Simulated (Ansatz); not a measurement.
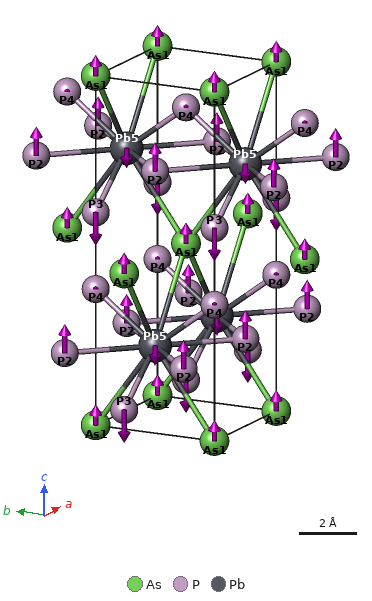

This is a relaxation of solid AsP$_{3}$Pb (built on the YAl3Ag-119 type type). The starting structure is drawn; purple arrows show the displacements (the part carried along by the change of the cell is left out), at their true length.

A ball-and-stick model of the larger cell on standard axes (2 times the calculation's cell), seen from a free direction.

Method: Ansatz 0.2.0, DFT, PBEsol, plane waves, PAW. Settings: plane-wave cutoff 420 eV; k-point mesh 6 × 6 × 6; occupations fermi dirac; smearing width 0.03 eV; no spin polarisation; cell and atoms relaxed; force threshold 0.01 eV/Å; at most 120 steps.

Question: Describe the change and its energy.

Answer: P3 moves most relative to the cell: 1.23 Å along −c. By element the largest moves are P 1.23 Å, As 0.78 Å, Pb 0.74 Å. The drawn cell changes as follows: a 4.750 → 3.520 Å (−25.9 %), b 4.770 → 3.678 Å (−22.9 %), c 12.852 → 16.230 Å (+26.3 %); the volume changes by −27.9 %. Near-neighbour distances that change, for instance: P2–P3 2.989 → 4.928 Å, As1–Pb5 3.995 → 5.843 Å, As1–P3 3.648 → 2.555 Å, As1–Pb5 (another image) 4.002 → 3.138 Å. New bonds form, among them: P2–P4 (2.98 → 2.20 Å), P3–P4 (2.82 → 2.22 Å). The space group stays Imm2 (No. 44). After 22 accepted moves (25 points after the start) the energy has fallen by 941 meV per atom. The largest force component goes from 0.07 to 0.0058 eV/Å. The pressure goes from −11.10 to 0.00 GPa. The line search rejected the trial step at point 15 of the run. At 2 points the geometry stayed and the basis and grid were re-selected for the new cell (energy shift of 8.0 meV per atom at most each time). Cost: 3.7 min on 2 threads of Arm Neoverse V2 (shared host), peak memory 0.46 GiB.
